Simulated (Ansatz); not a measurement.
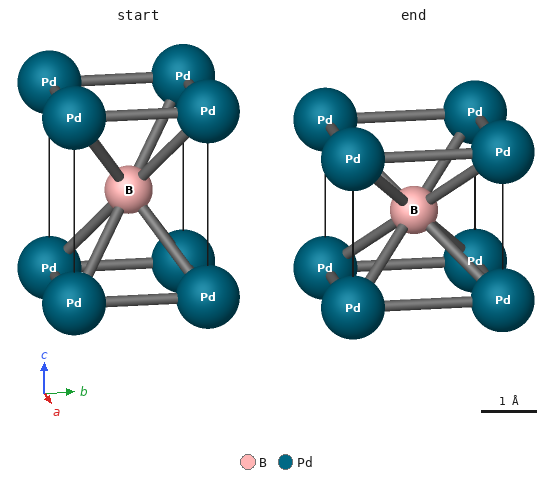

The structure of a crystal of BPd (a generated structure, set up in P4/mmm) (coarse preliminary run) before (left) and after (right) a relaxation, at one scale.

A ball-and-stick model of the cell of the calculation, seen slightly off an axis.

These are results of Ansatz 0.2.0, DFT PBE, scalar-relativistic, plane waves, PAW, not measurements.

Input
```yaml
crystal:
  lattice:
    - [2.47371956, 0.0, 0.0]
    - [0.0, 2.47371956, 0.0]
    - [0.0, 0.0, 3.49836774]
  atoms:
    - { symbol: B, position: [0.5, 0.5, 0.5] }
    - { symbol: Pd, position: [0.0, 0.0, 0.0] }
basis:
  ecutwfc: 420
kpoints:
  mp_grid: { grid: [8, 8, 6] }
hamiltonian:
  xc: pbe
scf:
  occupations: { method: gaussian, width: 0.1 }
  lower_state_search: "off"
output:
  forces: true
  stress: true
  eigenvalues: true
relax:
  adjacent_minimum: "off"
  f_tol: 0.04
  max_steps: 70
  cell: { stress_tol: 0.4 }
```

Command:
```bash
ansatz run input.yaml --threads 1 --pin off --max-ram 2048MiB --backend cpu --events-out ev --progress --plain --runs-dir out
```

Describe what moved and what it gained.

The energy falls by 0.640 eV per cell of the calculation in 7 accepted moves (9 points after the start). All forces vanish by symmetry, so only the cell relaxes. Pressure: 10.27 GPa at the start and −0.11 GPa at the end. The SCF was repeated twice at an unchanged geometry on a basis and grid sized afresh for the cell, which shifted the energy by 8.7 meV per cell of the calculation at most. The atoms keep their places relative to the cell (all moves are under 0.005 Å). The drawn cell changes at constant volume: a = b 2.474 → 2.767 Å (+11.8 %), c 3.498 → 2.797 Å (−20.1 %). Among the contacts that change: Pd2–Pd2 2.474 → 2.767 Å, B1–Pd2 2.474 → 2.405 Å. The space group stays P4/mmm (No. 123). The run took 12 s on 1 thread of Arm Neoverse V2, on a shared host, peak memory 0.28 GiB.
